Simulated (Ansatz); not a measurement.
# Calculations on CH6OSi

### Relaxation

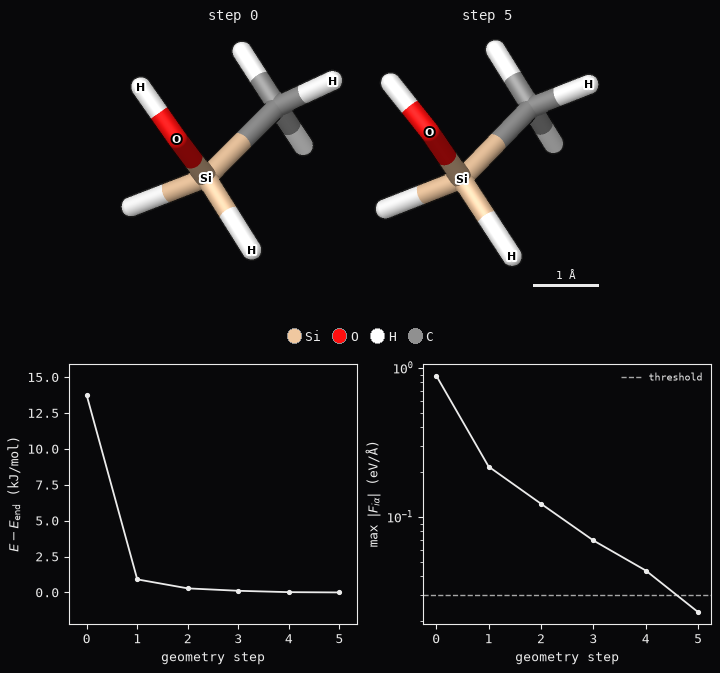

First and last geometry of a relaxation of CH₆OSi, with the history of the run. Style: stick. Shown from a free direction.

The run prepares an end point of a later path (reaction) calculation, from a guessed geometry.

Method: RKS PBE-D4/6-31G* in Ansatz 0.2.0. Set-up: no spin polarisation; force threshold 0.03 eV/Å; at most 50 steps.

Read the history and describe the run.

It converged. An H atom moves most after the best rigid fit: 0.19 Å. Largest moves by element: H 0.19 Å, O 0.11 Å, Si 0.06 Å, C 0.04 Å. Some distances before and after: H–Si 1.461 → 1.497 Å, O–Si 1.672 → 1.685 Å. Bond angles that change, for instance: O–Si–H 91.3° → 104.2°, H–Si–C 114.2° → 110.3°, H–Si–H 112.5° → 109.0°. After 5 geometry steps the energy has fallen by 13.7 kJ/mol. Largest force component: 0.89 eV/Å at the start, 0.023 eV/Å at the end. Cost: 9.9 s on 1 thread of Arm Neoverse V2 (shared host), peak memory 0.12 GiB.

### Relaxation

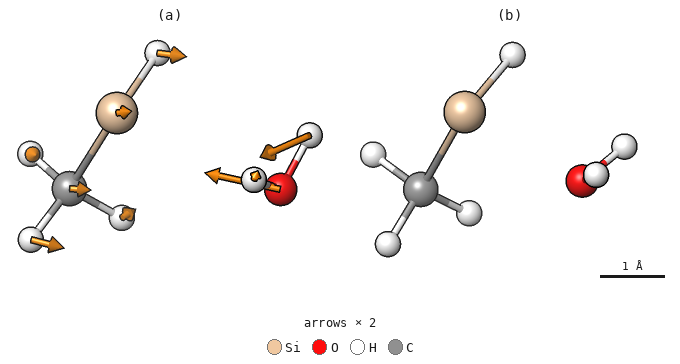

The structure of CH₆OSi before (left) and after (right) a relaxation, at one scale. The orange arrows give the displacements, magnified 2 times.

Style: ball-and-stick. Shown at a tilt.

The run prepares an end point of a later path (reaction) calculation, from a guessed geometry.

Method: RKS PBE-D4/6-31G* in Ansatz 0.2.0. (no spin polarisation; force threshold 0.03 eV/Å; at most 50 steps)

**Describe what moved and what it gained.**

Over 7 accepted moves (8 points after the start) the energy falls by 0.365 eV. The largest force component goes from 0.84 to 0.017 eV/Å. The line search rejected the trial step at point 7 of the run. The largest move after the best rigid fit is that of the O atom, 0.62 Å. By element the largest moves are O 0.62 Å, H 0.54 Å, C 0.18 Å, Si 0.14 Å. Near-neighbour distances that change, for instance: O–Si 2.860 → 2.155 Å, C–Si 1.914 → 1.933 Å, H–O 0.994 → 0.981 Å, H–Si 1.551 → 1.556 Å. Bond angles that change, for instance: Si–C–H 108.6° → 114.0°, Si–C–H 111.2° → 107.7°, H–O–H 102.7° → 105.4°. The run took 14 s on 1 thread of Arm Neoverse V2, on a shared host, peak memory 0.12 GiB.

Limits of the set-up: the start holds two separate molecules, 2.7 Å apart at their closest, whose relative position is a soft coordinate.

### Path

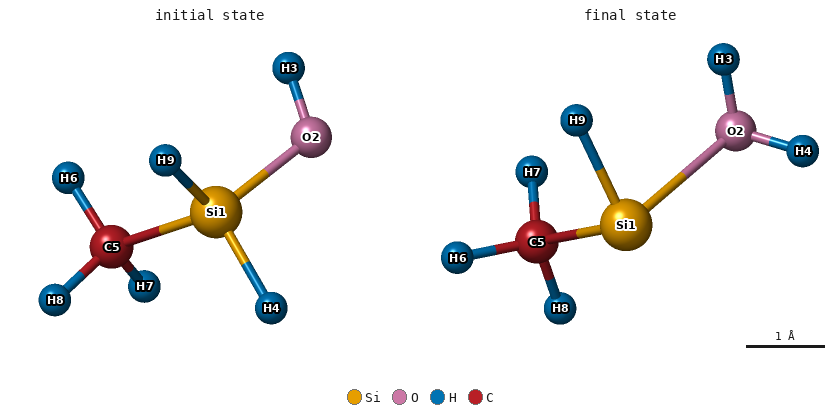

The two relaxed end points of a path for CH6OSi. A ball-and-stick model, seen from a free direction.

Computed with RKS PBE-D4/6-31G* in Ansatz.

Run with 7 movable images; climbing image; force threshold 0.03 eV/Å; iteration limit 60.

Start:
```xyz
9

Si    0.3127    0.0538    0.0451
O     0.4049   -0.0996    1.7206
H    -0.4395   -0.3379    2.1469
H     1.7313    0.2719   -0.3813
C    -0.7687    1.4895   -0.5242
H    -1.8270    1.3532   -0.2420
H    -0.4209    2.4468   -0.1009
H    -0.7284    1.5730   -1.6254
H    -0.2031   -1.2122   -0.5953
```

End:
```xyz
9

Si   -0.0201   -0.2117   -0.7205
O     1.0445    0.2312    1.0996
H     0.6029   -0.3046    1.7927
H     1.9148   -0.1968    0.9545
C    -0.9459    1.4851   -0.7027
H    -1.8871    1.3616   -1.2733
H    -1.2273    1.8316    0.3069
H    -0.3655    2.2795   -1.2013
H    -1.0550   -0.9373    0.1878
```

Q: Predict the minimum-energy path and its barrier.

A: The highest point, image 5, lies 70.1 kcal/mol above the start and 13.4 kcal/mol above the end; the end is at +56.7 kcal/mol relative to the start. A hydrogen atom shifts from one atom to another. Breaking: Si1–H4 (1.50 → 1.67 at the top → 2.56 Å). Forming: O2–H4 (2.51 → 1.28 at the top → 0.98 Å). The band is converged.

Energies of the converged images:

```tsv
image	path (Å)	E (kcal/mol)
0	0.00	0.0
1	1.09	0.2
2	2.18	0.0
3	3.27	0.9
4	4.36	4.7
5	5.45	70.1
6	5.88	60.2
7	6.32	56.8
8	6.75	56.7
```

The geometry at the top of the path:

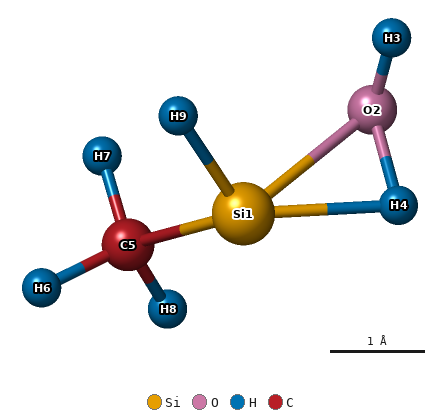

The run took 3.6 min on 1 thread of Arm Neoverse V2, on a shared host, peak memory 0.11 GiB.
